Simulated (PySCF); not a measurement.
# Two runs on GeSiNH$_{7}$

System: GeSiNH$_{7}$, SMILES N[SiH2][GeH3].
Method of run A: TDDFT B3LYP/def2-SVPD, vertical, gas phase, core orbitals frozen in the response (PySCF 2.14.0).

The geometry comes from this level: PBE0-D3(BJ)/def2-SVP. Text and figures count atoms from 1; the logs count them from 0 in places.

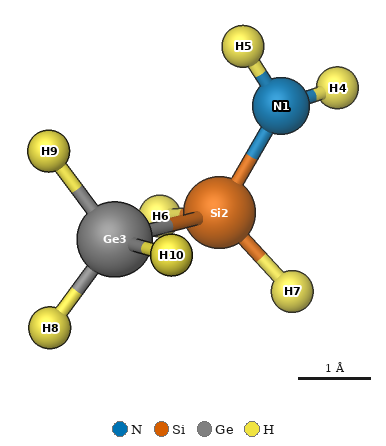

**Figure 1.** The structure as given in the input (ball-and-stick view, seen at a tilt; atoms are numbered from 1 in the order of the input). Sticks mark near contacts. Bond lengths as drawn: Ge–H 1.54 Å, Ge–Si 2.38 Å, H–N 1.01 Å, H–Si 1.50 to 1.51 Å and N–Si 1.74 Å.

The input, run A:
```
{"job": {"kind": "uv", "xc": "B3LYP", "basis": "def2-SVPD", "ip": true}, "charge": 0, "multiplicity": 1}
N      1.642993     0.713003     0.485993
Si     0.630449    -0.662977     0.175658
Ge    -1.630297     0.070578     0.305942
H      2.637633     0.574399     0.630687
H      1.479114     1.568396    -0.033602
H      0.817221    -1.342917    -1.154016
H      0.918865    -1.689079     1.224094
H     -2.607268    -1.055434    -0.086680
H     -1.855815     1.250491    -0.664069
H     -1.984338     0.552862     1.725442
```

The first line tells a small driver script what to run in PySCF; the rest is the geometry in Å.

Launched with:
```bash
OMP_NUM_THREADS=1 python <driver script> task.json out
```

Hardware: 1 CPU thread, shared host.

Output (run A):
```
coarse grid: 36256 points
cycle   1  E = -2425.1077773656  dE = -6.728e-01  |g| = 5.533e-01  |ddm| = 3.337e+00
cycle   2  E = -2425.0454390737  dE =  6.234e-02  |g| = 7.661e-01  |ddm| = 1.357e+00
cycle   3  E = -2425.1551117192  dE = -1.097e-01  |g| = 9.576e-02  |ddm| = 8.364e-01
cycle   4  E = -2425.1570602742  dE = -1.949e-03  |g| = 2.043e-02  |ddm| = 1.189e-01
cycle   5  E = -2425.1571119448  dE = -5.167e-05  |g| = 3.632e-03  |ddm| = 2.257e-02
cycle   6  E = -2425.1571156639  dE = -3.719e-06  |g| = 5.822e-04  |ddm| = 8.176e-03
final grid: 73560 points
cycle   7  E = -2425.1570957190  dE = -6.569e-08  |g| = 6.511e-04  |ddm| = 4.007e-03
cycle   8  E = -2425.1570956990  dE =  1.999e-08  |g| = 8.284e-04  |ddm| = 1.954e-03
cycle   9  E = -2425.1570958181  dE = -1.191e-07  |g| = 8.060e-05  |ddm| = 9.254e-04
cycle  10  E = -2425.1570958201  dE = -1.985e-09  |g| = 2.636e-05  |ddm| = 1.263e-04
cycle  11  E = -2425.1570958203  dE = -1.428e-10  |g| = 1.803e-06  |ddm| = 3.042e-05
converged SCF energy = -2425.1570958203

Static polarisability (au): isotropic 73.091, principal 64.565 68.984 85.722

Singlet excitations
state   eV       nm        f      main configurations
  1   5.7696    214.9   0.00650   H->L 0.98
  2   6.4297    192.8   0.05554   H->L+1 0.97
  3   6.7708    183.1   0.00527   H->L+2 0.72, H-1->L 0.22
  4   6.8681    180.5   0.02833   H-1->L 0.68, H->L+2 0.16, H->L+3 0.11
  5   6.9071    179.5   0.05130   H->L+3 0.84
  6   7.3354    169.0   0.13077   H-1->L+1 0.90
  7   7.4581    166.2   0.00046   H->L+4 0.92
  8   7.6510    162.0   0.05265   H->L+5 0.86
  9   7.7095    160.8   0.02106   H-1->L+2 0.71, H->L+6 0.10
 10   7.8014    158.9   0.01595   H->L+6 0.66, H-1->L+3 0.15

Triplet excitations (Tamm-Dancoff, eV): 5.4341 6.1505 6.2383 6.4329
Vertical ionisation energy (delta-SCF) = 9.3911 eV
```

For run B the input was changed thus:
```diff
-"xc": "B3LYP"
+"xc": "HF"
```

Predict how the results change.

The total energies belong to different methods, so their difference says nothing on which is more stable or more accurate. The HOMO goes from −7.17 to −10.36 eV. The LUMO goes from −0.32 to 2.29 eV. The dipole moment goes from 1.47 to 1.51 D. The lowest excitation goes from 5.77 to 7.14 eV. The strongest computed line goes from 7.34 to 8.60 eV. The method changes from B3LYP to HF. The SCF takes 10 iterations against 11.

Output (run B):
```
final grid: 73560 points
cycle   1  E = -2422.4104547368  dE = -8.069e-01  |g| = 3.293e-01  |ddm| = 3.159e+00
cycle   2  E = -2422.4474082614  dE = -3.695e-02  |g| = 1.307e-01  |ddm| = 7.390e-01
cycle   3  E = -2422.4514076526  dE = -3.999e-03  |g| = 5.015e-02  |ddm| = 2.363e-01
cycle   4  E = -2422.4521459410  dE = -7.383e-04  |g| = 6.169e-03  |ddm| = 1.289e-01
cycle   5  E = -2422.4521719243  dE = -2.598e-05  |g| = 1.562e-03  |ddm| = 2.929e-02
cycle   6  E = -2422.4521738179  dE = -1.894e-06  |g| = 4.668e-04  |ddm| = 7.054e-03
cycle   7  E = -2422.4521739760  dE = -1.581e-07  |g| = 1.646e-04  |ddm| = 1.951e-03
cycle   8  E = -2422.4521739913  dE = -1.537e-08  |g| = 5.421e-05  |ddm| = 6.933e-04
cycle   9  E = -2422.4521739931  dE = -1.721e-09  |g| = 1.342e-05  |ddm| = 2.003e-04
cycle  10  E = -2422.4521739932  dE = -1.810e-10  |g| = 3.339e-06  |ddm| = 6.448e-05
converged SCF energy = -2422.4521739932

Static polarisability (au): isotropic 66.832, principal 60.295 63.646 76.556

Singlet excitations
state   eV       nm        f      main configurations
  1   7.1418    173.6   0.01234   H->L+1 0.43, H->L+2 0.17, H->L 0.13
  2   7.8598    157.7   0.02578   H->L+3 0.26, H-1->L+1 0.24, H->L+2 0.12
  3   8.0638    153.8   0.14250   H->L 0.33, H->L+3 0.27, H->L+1 0.09
  4   8.3222    149.0   0.04755   H->L 0.36, H-1->L 0.12, H->L+3 0.12
  5   8.5987    144.2   0.52220   H->L+2 0.47, H->L+1 0.28
  6   8.9498    138.5   0.02936   H->L+4 0.56
  7   9.1302    135.8   0.08766   H-1->L 0.15, H-1->L+1 0.13, H-1->L+5 0.11
  8   9.2486    134.1   0.04934   H-1->L+2 0.18, H->L+5 0.15
  9   9.3452    132.7   0.02034   H-1->L+3 0.24, H-1->L 0.13, H->L+7 0.11
 10   9.4570    131.1   0.05086   H->L+6 0.40

Triplet excitations (Tamm-Dancoff, eV): 6.3620 6.8058 7.0232 7.4123
Vertical ionisation energy (delta-SCF) = 8.6689 eV
```

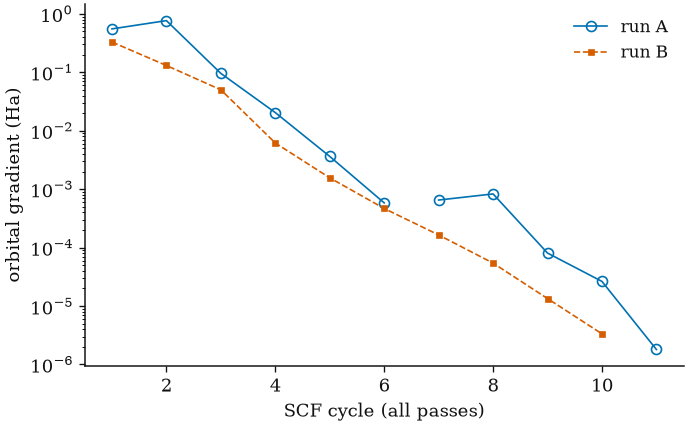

**Figure 2.** Convergence of the two runs: orbital gradient against the SCF cycle. A break in a curve parts two SCF passes (coarse and final grid). Run A takes 11 cycles in all, and run B takes 10.

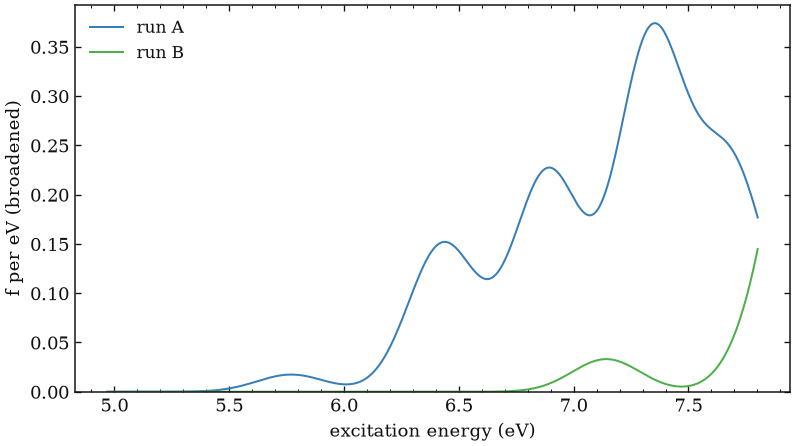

**Figure 3.** Absorption of the two runs from their computed states, each broadened by a Gaussian of 0.35 eV full width; the range ends where the shorter list of states ends.

The two runs side by side:

```tsv
quantity	run A	run B
outcome	converged	converged
total energy (hartree)	−2425.157096	−2422.452174
HOMO (eV)	−7.17	−10.36
LUMO (eV)	−0.32	2.29
dipole moment (D)	1.47	1.51
lowest excitation (eV)	5.77	7.14
SCF iterations	11	10
strongest computed line (eV)	7.34	8.60
basis functions	138	138
wall time (shared host)	39 s	16 s
```

For both runs: Spin–orbit coupling is left out, which matters for the heavy atoms.
